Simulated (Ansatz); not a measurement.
# Geometry relaxation of Hf3H12O12 (charge −1) (part 1 of 3)

System: Hf3H12O12, charge −1, multiplicity 2.
Method: UKS PBE-D4/def2-SVP (Ansatz 0.2.0).

The geometry: PBE-D4/def2-SVP start. Figures and captions count atoms from 1; the log counts them from 0 in places.

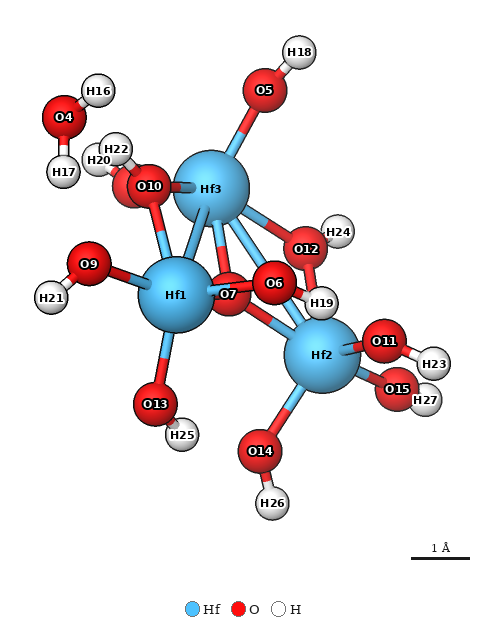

The structure as given in the input (ball-and-stick view, seen at a tilt; atoms are numbered from 1 in the order of the input). Sticks mark near contacts. Bond lengths as drawn: Hf–Hf 3.43 to 3.48 Å, Hf–O 1.94 to 2.20 Å and H–O 0.97 to 1.02 Å.

**Input**
```yaml
crystal:
  periodic: [false, false, false]
  atoms:
    - {symbol: Hf, position_ang: [-0.376749, 0.759374, -1.589382]}
    - {symbol: Hf, position_ang: [2.279801, 0.071040, 1.059690]}
    - {symbol: Hf, position_ang: [-1.096754, -0.678605, 1.435060]}
    - {symbol: O, position_ang: [-3.927326, -0.211009, -2.070574]}
    - {symbol: O, position_ang: [-1.588694, -2.561843, 1.495550]}
    - {symbol: O, position_ang: [0.686563, -0.660302, -2.422517]}
    - {symbol: O, position_ang: [0.349210, 0.335852, 0.358989]}
    - {symbol: O, position_ang: [-2.049068, 0.359762, 2.775184]}
    - {symbol: O, position_ang: [-1.894607, 1.263853, -2.879418]}
    - {symbol: O, position_ang: [-1.972861, -0.163110, -0.383756]}
    - {symbol: O, position_ang: [2.838737, -1.020465, -0.512313]}
    - {symbol: O, position_ang: [0.844070, -0.937533, 2.387777]}
    - {symbol: O, position_ang: [0.668047, 2.413533, -1.490837]}
    - {symbol: O, position_ang: [2.628054, 1.993691, 0.621384]}
    - {symbol: O, position_ang: [3.681992, -0.238237, 2.400086]}
    - {symbol: H, position_ang: [-3.839389, -1.017645, -2.611861]}
    - {symbol: H, position_ang: [-3.305383, 0.439816, -2.531241]}
    - {symbol: H, position_ang: [-1.620874, -3.485634, 1.217349]}
    - {symbol: H, position_ang: [1.540636, -0.913065, -1.995420]}
    - {symbol: H, position_ang: [-2.791819, 0.517147, 3.372517]}
    - {symbol: H, position_ang: [-1.987365, 2.093927, -3.376118]}
    - {symbol: H, position_ang: [-2.855834, -0.291293, -0.883501]}
    - {symbol: H, position_ang: [3.720383, -1.350627, -0.751129]}
    - {symbol: H, position_ang: [1.073507, -1.450020, 3.181136]}
    - {symbol: H, position_ang: [1.392813, 2.553555, -0.836008]}
    - {symbol: H, position_ang: [3.413259, 2.530667, 0.816148]}
    - {symbol: H, position_ang: [4.189643, -0.352828, 3.213195]}
basis:
  gaussian: {orbitals: def2-SVP}
total_charge: -1
magnetization: {spin_polarized: true, initial_magnetization: 1}
hamiltonian: {xc: pbe, dispersion: d4}
scf: {lower_state_search: "off"}
output: {orbitals: {seedname: orbitals}}
relax: {f_tol: 0.03, max_steps: 70}
```

Run on 2 CPU threads, shared host.

Launched with:
```bash
ansatz run in.yaml --threads 2 --pin off --events-out ev --progress --plain --max-ram 22528MiB --backend cuda --devices 0, --max-vram 18GiB
```

**Output**
```
Functional definition: PBE
  name "PBE"
  cite "Perdew, Burke & Ernzerhof, Phys. Rev. Lett. 77, 3865 (1996) doi:10.1103/PhysRevLett.77.3865"
  parent pbe
  parameter kappa = 0.804
  parameter beta = 0.06672455060314922
  exchange = pbe_x(kappa = kappa, mu = beta*pi^2/3)
  correlation = pbe_c(beta = beta)
these checks for a lower state are left out or cut short: stability, starts, cluster_reference, orbital_swaps, neighbouring_geometries, increment
3354 factors; their error is unknown
mean field evaluation 1: about -28611.2390 eV, gradient 1.2e2 eV
mean field evaluation 2: about -28161.2713 eV, gradient 3.2e2 eV
mean field evaluation 4: about -28657.1392 eV, gradient 3.1e1 eV
mean field evaluation 8: about -28660.9746 eV, gradient 2.1e0 eV
mean field evaluation 16: about -28660.8130 eV, gradient 8.3e-2 eV
mean field evaluation 32: about -28660.8130 eV, gradient 7.0e-6 eV
mean field -28660.81300871 eV, -1053.2654510732 hartree, gradient 7.0e-6 eV, S^2 0.750314; 0 other end points of the search recorded, 0 dependent functions left out
the calculation of the forces begins
reference -28660.81311911 eV, -1053.2654551303 hartree; 73, 72 occupied and 251, 252 virtual orbitals, 3354 factors
relax step   1: F+E_penalty+E_count = -28661.57448693 eV  Δ(F+E_penalty+E_count) = +0.000e0 eV  max|allowed force component| = 6.324e-1 eV/Å  Δτ_max = 0.0000 Å  (28 SCF iters, accepted)
these checks for a lower state are left out or cut short: stability, starts, cluster_reference, orbital_swaps, neighbouring_geometries, increment
3354 factors; their error is unknown
mean field -28660.89148705 eV, -1053.2683350990 hartree, gradient 1.2e-6 eV, S^2 0.750341; 0 other end points of the search recorded, 0 dependent functions left out
[... from here on the field's lines of each further geometry are left out, up to the last ...]
relax step   2: F+E_penalty+E_count = -28661.64963107 eV  Δ(F+E_penalty+E_count) = -7.514e-2 eV  max|allowed force component| = 3.044e-1 eV/Å  Δτ_max = 0.0887 Å  (35 SCF iters, accepted)
relax step   3: F+E_penalty+E_count = -28661.69553933 eV  Δ(F+E_penalty+E_count) = -4.591e-2 eV  max|allowed force component| = 5.663e-1 eV/Å  Δτ_max = 0.1155 Å  (32 SCF iters, accepted)
relax step   4: F+E_penalty+E_count = -28661.73063528 eV  Δ(F+E_penalty+E_count) = -3.510e-2 eV  max|allowed force component| = 6.394e-1 eV/Å  Δτ_max = 0.2000 Å  (33 SCF iters, accepted)
relax step   5: F+E_penalty+E_count = -28661.76069408 eV  Δ(F+E_penalty+E_count) = -3.006e-2 eV  max|allowed force component| = 3.421e-1 eV/Å  Δτ_max = 0.0614 Å  (27 SCF iters, accepted)
relax step   6: F+E_penalty+E_count = -28661.76916943 eV  Δ(F+E_penalty+E_count) = -8.475e-3 eV  max|allowed force component| = 1.943e-1 eV/Å  Δτ_max = 0.2000 Å  (29 SCF iters, accepted)
relax step   7: F+E_penalty+E_count = -28661.76330378 eV  Δ(F+E_penalty+E_count) = +5.866e-3 eV  max|allowed force component| = 2.149e-1 eV/Å  Δτ_max = 0.2000 Å  (28 SCF iters, rejected (line search))
relax step   8: F+E_penalty+E_count = -28661.77298752 eV  Δ(F+E_penalty+E_count) = -3.818e-3 eV  max|allowed force component| = 2.355e-1 eV/Å  Δτ_max = 0.1000 Å  (27 SCF iters, accepted)
relax step   9: F+E_penalty+E_count = -28661.78192714 eV  Δ(F+E_penalty+E_count) = -8.940e-3 eV  max|allowed force component| = 2.958e-1 eV/Å  Δτ_max = 0.0794 Å  (26 SCF iters, accepted)
relax step  10: F+E_penalty+E_count = -28661.78486190 eV  Δ(F+E_penalty+E_count) = -2.935e-3 eV  max|allowed force component| = 2.203e-1 eV/Å  Δτ_max = 0.0380 Å  (24 SCF iters, accepted)
relax step  11: F+E_penalty+E_count = -28661.78852650 eV  Δ(F+E_penalty+E_count) = -3.665e-3 eV  max|allowed force component| = 1.175e-1 eV/Å  Δτ_max = 0.0288 Å  (26 SCF iters, accepted)
relax step  12: F+E_penalty+E_count = -28661.79902945 eV  Δ(F+E_penalty+E_count) = -1.050e-2 eV  max|allowed force component| = 3.921e-1 eV/Å  Δτ_max = 0.2000 Å  (32 SCF iters, accepted)
relax step  13: F+E_penalty+E_count = -28661.79163199 eV  Δ(F+E_penalty+E_count) = +7.397e-3 eV  max|allowed force component| = 1.142e0 eV/Å  Δτ_max = 0.1605 Å  (29 SCF iters, rejected (line search))
relax step  14: F+E_penalty+E_count = -28661.81412476 eV  Δ(F+E_penalty+E_count) = -1.510e-2 eV  max|allowed force component| = 3.890e-1 eV/Å  Δτ_max = 0.0803 Å  (31 SCF iters, accepted)
relax step  15: F+E_penalty+E_count = -28661.83531399 eV  Δ(F+E_penalty+E_count) = -2.119e-2 eV  max|allowed force component| = 4.574e-1 eV/Å  Δτ_max = 0.0990 Å  (31 SCF iters, accepted)
relax step  16: F+E_penalty+E_count = -28661.83022339 eV  Δ(F+E_penalty+E_count) = +5.091e-3 eV  max|allowed force component| = 1.333e0 eV/Å  Δτ_max = 0.1450 Å  (28 SCF iters, rejected (line search))
relax step  17: F+E_penalty+E_count = -28661.85412642 eV  Δ(F+E_penalty+E_count) = -1.881e-2 eV  max|allowed force component| = 3.072e-1 eV/Å  Δτ_max = 0.0725 Å  (25 SCF iters, accepted)
relax step  18: F+E_penalty+E_count = -28661.86743702 eV  Δ(F+E_penalty+E_count) = -1.331e-2 eV  max|allowed force component| = 3.097e-1 eV/Å  Δτ_max = 0.0731 Å  (26 SCF iters, accepted)
relax step  19: F+E_penalty+E_count = -28661.87981926 eV  Δ(F+E_penalty+E_count) = -1.238e-2 eV  max|allowed force component| = 1.878e-1 eV/Å  Δτ_max = 0.1125 Å  (22 SCF iters, accepted)
relax step  20: F+E_penalty+E_count = -28661.88690605 eV  Δ(F+E_penalty+E_count) = -7.087e-3 eV  max|allowed force component| = 8.189e-1 eV/Å  Δτ_max = 0.1641 Å  (26 SCF iters, accepted)
relax step  21: F+E_penalty+E_count = -28661.89767802 eV  Δ(F+E_penalty+E_count) = -1.077e-2 eV  max|allowed force component| = 7.542e-1 eV/Å  Δτ_max = 0.1906 Å  (22 SCF iters, accepted)
relax step  22: F+E_penalty+E_count = -28661.90247812 eV  Δ(F+E_penalty+E_count) = -4.800e-3 eV  max|allowed force component| = 2.311e-1 eV/Å  Δτ_max = 0.2000 Å  (27 SCF iters, accepted)
relax step  23: F+E_penalty+E_count = -28661.70218442 eV  Δ(F+E_penalty+E_count) = +2.003e-1 eV  max|allowed force component| = 1.242e0 eV/Å  Δτ_max = 0.2000 Å  (28 SCF iters, rejected (line search))
relax step  24: F+E_penalty+E_count = -28661.91449537 eV  Δ(F+E_penalty+E_count) = -1.202e-2 eV  max|allowed force component| = 1.206e-1 eV/Å  Δτ_max = 0.1000 Å  (25 SCF iters, accepted)
relax step  25: F+E_penalty+E_count = -28661.91768174 eV  Δ(F+E_penalty+E_count) = -3.186e-3 eV  max|allowed force component| = 4.654e-2 eV/Å  Δτ_max = 0.0491 Å  (22 SCF iters, accepted)
relax step  26: F+E_penalty+E_count = -28661.91900199 eV  Δ(F+E_penalty+E_count) = -1.320e-3 eV  max|allowed force component| = 5.701e-2 eV/Å  Δτ_max = 0.0451 Å  (22 SCF iters, accepted)
relax step  27: F+E_penalty+E_count = -28661.92009374 eV  Δ(F+E_penalty+E_count) = -1.092e-3 eV  max|allowed force component| = 1.733e-1 eV/Å  Δτ_max = 0.0881 Å  (22 SCF iters, accepted)
relax step  28: F+E_penalty+E_count = -28661.92102460 eV  Δ(F+E_penalty+E_count) = -9.309e-4 eV  max|allowed force component| = 9.919e-2 eV/Å  Δτ_max = 0.0186 Å  (23 SCF iters, accepted)
relax step  29: F+E_penalty+E_count = -28661.92178990 eV  Δ(F+E_penalty+E_count) = -7.653e-4 eV  max|allowed force component| = 2.001e-2 eV/Å  Δτ_max = 0.0321 Å  (23 SCF iters, accepted)
relax step  30: F+E_penalty+E_count = -28661.92223846 eV  Δ(F+E_penalty+E_count) = -4.486e-4 eV  max|allowed force component| = 2.874e-2 eV/Å  Δτ_max = 0.0461 Å  (23 SCF iters, accepted)
relax step  31: F+E_penalty+E_count = -28661.92245709 eV  Δ(F+E_penalty+E_count) = -2.186e-4 eV  max|allowed force component| = 8.298e-2 eV/Å  Δτ_max = 0.0605 Å  (22 SCF iters, accepted)
the calculation of the forces begins
reference -28661.16765717 eV, -1053.2784841638 hartree; 73, 72 occupied and 251, 252 virtual orbitals, 3354 factors
relax step  32: F+E_penalty+E_count = -28661.92264611 eV  Δ(F+E_penalty+E_count) = -1.890e-4 eV  max|allowed force component| = 4.729e-2 eV/Å  Δτ_max = 0.0113 Å  (24 SCF iters, accepted)
these checks for a lower state are left out or cut short: stability, starts, cluster_reference, orbital_swaps, neighbouring_geometries, increment
3354 factors; their error is unknown
mean field -28661.16782550 eV, -1053.2784903497 hartree, gradient 3.1e-6 eV, S^2 0.750762; 0 other end points of the search recorded, 0 dependent functions left out
the calculation of the forces begins
reference -28661.16793629 eV, -1053.2784944213 hartree; 73, 72 occupied and 251, 252 virtual orbitals, 3354 factors
relax step  33: F+E_penalty+E_count = -28661.92282880 eV  Δ(F+E_penalty+E_count) = -1.827e-4 eV  max|allowed force component| = 1.392e-2 eV/Å  Δτ_max = 0.0118 Å  (22 SCF iters, accepted)
```

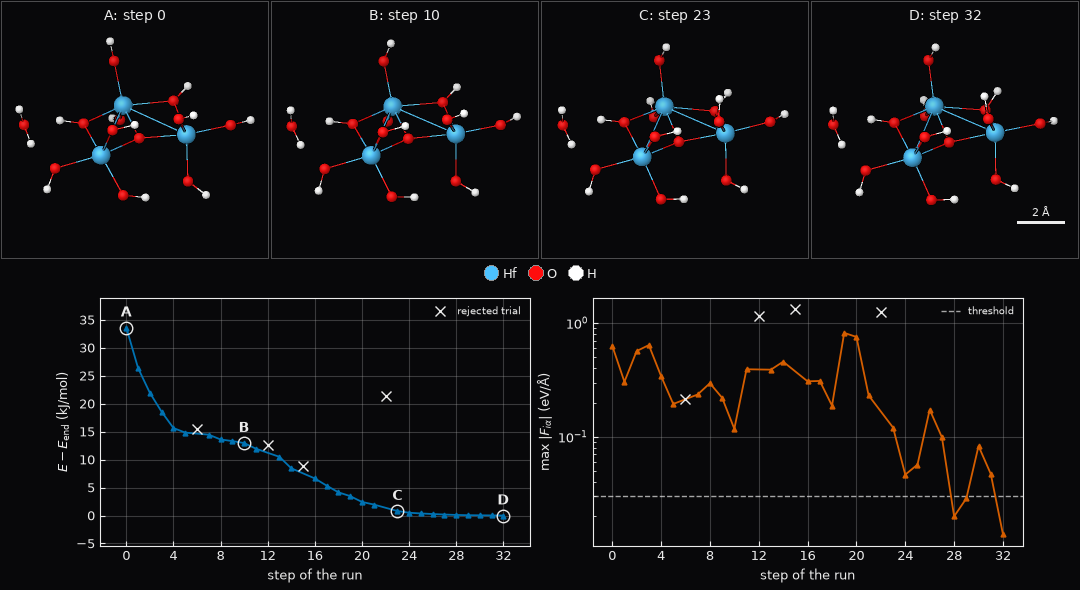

Frames of the relaxation (ball-and-stick view, seen at a tilt) above the curves, on which the letters mark them (the first geometry is step 0 here and step 1 in the log).

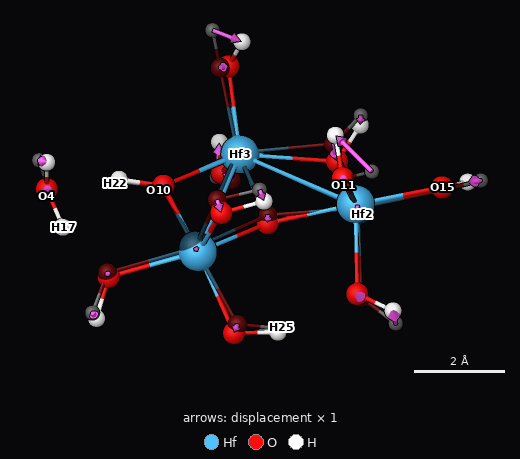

Start (faint) and end (solid) with the displacements as pink arrows, at true length (ball-and-stick view, seen at a tilt). The two geometries are laid on each other by the best rigid fit. Over 32 geometry steps the energy falls by 33.6 kJ/mol. Largest force component: 0.63 eV/Å at the start, 0.014 eV/Å at the end. The line search rejected the trial steps at points 6, 12, 15, 22 (counted from 0) and went back. The atom that moves furthest after the best rigid fit is H23 (1.29 Å). Largest moves by element: H 1.29 Å, O 0.53 Å, Hf 0.13 Å. Among the contacts that change: Hf2–Hf3 3.479 → 3.360 Å, Hf1–O7 2.122 → 2.073 Å, Hf3–O8 1.944 → 1.990 Å, Hf3–O5 1.947 → 1.992 Å. Among the angles that change: Hf3–O5–H18 157.7° → 119.6°, Hf3–O8–H20 152.8° → 123.1°, Hf2–O15–H27 165.6° → 137.5°. (Atoms are counted from 1 in the order of the input.)

```
Total energy: -28661.92293960 eV, -1053.3062402811 hartree
Atom 0 at    -0.327825     0.872129    -1.549672 Å, force    -0.003736     0.001223    -0.001797 eV/Å
Atom 1 at     2.239322    -0.015495     1.020051 Å, force    -0.002813     0.005531     0.002499 eV/Å
Atom 2 at    -1.033999    -0.648540     1.440943 Å, force    -0.003108    -0.001563     0.006050 eV/Å
Atom 3 at    -3.872029    -0.269310    -2.220644 Å, force    -0.000470    -0.000545    -0.000273 eV/Å
Atom 4 at    -1.529350    -2.550296     1.769437 Å, force     0.001549    -0.000659    -0.000472 eV/Å
Atom 5 at     0.845112    -0.387609    -2.492905 Å, force     0.000411    -0.000128    -0.000904 eV/Å
Atom 6 at     0.324875     0.533773     0.388125 Å, force    -0.002380    -0.003248     0.004983 eV/Å
Atom 7 at    -2.275559     0.211925     2.735923 Å, force     0.000251     0.002570     0.000772 eV/Å
Atom 8 at    -1.905884     1.373040    -2.808415 Å, force     0.002204     0.001766    -0.000313 eV/Å
Atom 9 at    -1.902084    -0.220147    -0.432790 Å, force     0.002765     0.000486     0.000309 eV/Å
Atom 10 at     2.879257    -1.044283    -0.607149 Å, force     0.002996     0.000653    -0.000221 eV/Å
Atom 11 at     0.789215    -0.466609     2.633819 Å, force    -0.003330     0.000377    -0.003485 eV/Å
Atom 12 at     0.574669     2.630813    -1.490756 Å, force    -0.001765     0.000503    -0.003477 eV/Å
Atom 13 at     2.697417     1.848322     0.329046 Å, force     0.000125    -0.002439     0.000245 eV/Å
Atom 14 at     3.673244    -0.303364     2.382375 Å, force     0.013922    -0.005960    -0.007978 eV/Å
Atom 15 at    -3.565336    -1.037579    -2.738144 Å, force    -0.000069     0.000368     0.000593 eV/Å
Atom 16 at    -3.250746     0.461264    -2.551123 Å, force     0.000205    -0.000236     0.000118 eV/Å
Atom 17 at    -0.964571    -3.262150     1.416747 Å, force    -0.000715    -0.000455     0.000118 eV/Å
Atom 18 at     1.674073    -0.663037    -2.015414 Å, force     0.000249     0.000171     0.000959 eV/Å
Atom 19 at    -2.757251    -0.284858     3.422167 Å, force    -0.000768    -0.000735    -0.001127 eV/Å
Atom 20 at    -1.994055     2.265976    -3.181438 Å, force    -0.001525    -0.000406    -0.000138 eV/Å
Atom 21 at    -2.778776    -0.357093    -0.903936 Å, force     0.002270     0.000241    -0.000035 eV/Å
Atom 22 at     2.635923    -1.990066    -0.522496 Å, force     0.000310    -0.002462    -0.001370 eV/Å
Atom 23 at     1.052630    -1.218121     3.201559 Å, force    -0.000141     0.000786    -0.001681 eV/Å
Atom 24 at     1.366534     2.637696    -0.893677 Å, force     0.002153     0.000598     0.000680 eV/Å
Atom 25 at     3.634917     2.111512     0.325156 Å, force    -0.000469     0.001178    -0.000668 eV/Å
Atom 26 at     3.770268    -0.227891     3.343202 Å, force    -0.008122     0.002385     0.006613 eV/Å
Dipole moment:    -0.029920    -0.014645     0.317133 e Å
Checks for a lower state left out: stability, starts, cluster_reference, orbital_swaps, neighbouring_geometries, increment
```
